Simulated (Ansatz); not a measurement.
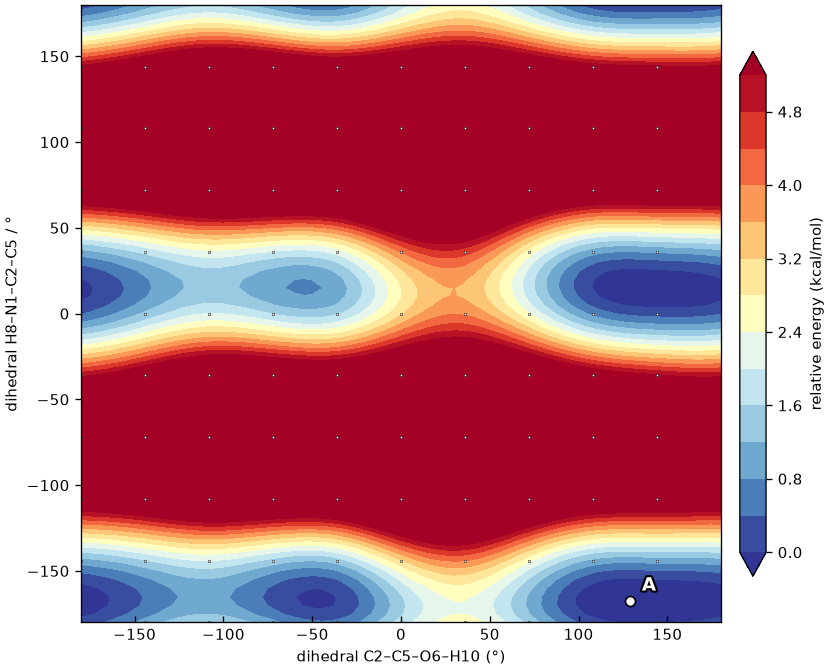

C3H3F2NO, SMILES NC1=C(F)C1(O)F. The first coordinate is: dihedral C2–C5–O6–H10; the second: dihedral H8–N1–C2–C5. Nothing is relaxed (all other coordinates rigid). Grid: 10 × 10 points. Points are written as (first, second). All energies are given in kcal/mol relative to the lowest grid point. All numbers below come from RKS PBE0-D4/def2-SVP (Ansatz).

The picture shows filled contours, dots at the grid points, one colour for all values above the top of the scale, the well A. Between grid points the surface is interpolated.

Question: Where is the minimum, and how stiff is the well along each coordinate? Take the well at A.

Answer: The interpolated minimum is at dihedral C2–C5–O6–H10 ≈ 129°, dihedral H8–N1–C2–C5 ≈ −167°. The curvatures there are about 0.071 eV/rad² and 0.78 eV/rad², with a cross term of about 0.01 eV/rad². Round the minimum the two coordinates are nearly uncoupled. (1 eV is 23.1 kcal/mol.)
